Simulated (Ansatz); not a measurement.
**CH2F2O: small, medium and large basis sets**

Aim: see how fast density functionals converge with the basis set for CH2F2O.

The runs use Ansatz 0.2.0, Gaussian basis; one geometry, several basis sets.

Plan: PBE0-D4/def2-SVP; ωB97M-V/def2-SVP; PBE0-D4/def2-QZVPP; ωB97M-V/def2-QZVPP; the functionals' def2-TZVPP values are taken from earlier runs.

### 1 The geometry

All runs share one geometry, relaxed beforehand with PBE0-D4 in a triple-zeta def2 set.

6 atoms, charge 0, spin multiplicity 1.

Atoms are counted from 1 here; the program's logs count them from 0.

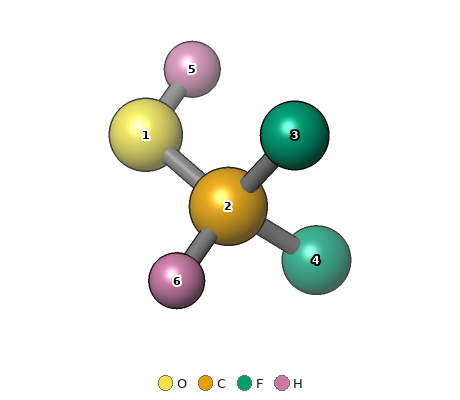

The geometry (oxygen yellow, carbon amber, fluorine teal, hydrogen pink); atoms are numbered from 1 in the order of the file.

### 2 PBE0-D4 in def2-SVP

Contents of in.yaml:

```yaml
crystal:
  periodic: [false, false, false]
  atoms:
    - {symbol: O, position_ang: [0.095144, 0.985569, -0.438472]}
    - {symbol: C, position_ang: [0.060627, -0.137782, 0.302162]}
    - {symbol: F, position_ang: [0.876291, -1.092549, -0.208235]}
    - {symbol: F, position_ang: [-1.179730, -0.684347, 0.315094]}
    - {symbol: H, position_ang: [-0.176574, 0.772908, -1.340283]}
    - {symbol: H, position_ang: [0.366242, 0.092103, 1.323534]}
basis:
  gaussian: {orbitals: def2-SVP}
hamiltonian: {xc: pbe0, dispersion: d4}
output: {orbitals: {seedname: orbitals}}
```

The runs that follow: ωB97M-V in def2-SVP; PBE0-D4 in def2-QZVPP; ωB97M-V in def2-QZVPP.

Q: Predict the results of all the runs planned. Wanted: PBE0-D4: double and triple zeta above quadruple; ωB97M-V: double and triple zeta above quadruple.

As calculated:

| quantity | value |
| --- | --- |
| PBE0-D4: double and triple zeta above quadruple | 10.85, 0.45 eV |
| ωB97M-V: double and triple zeta above quadruple | 11.07, 0.43 eV |

**Reading.** For PBE0-D4 the step from double to triple zeta gains 10.40 eV and the next only 0.45 eV. These are total energies; as a rule much of such shifts cancels in differences, which this series doesn't test. The LUMO of ωB97M-V is positive and keeps falling with the basis (3.49 to 1.89 eV): an unbound level that the basis holds in place.
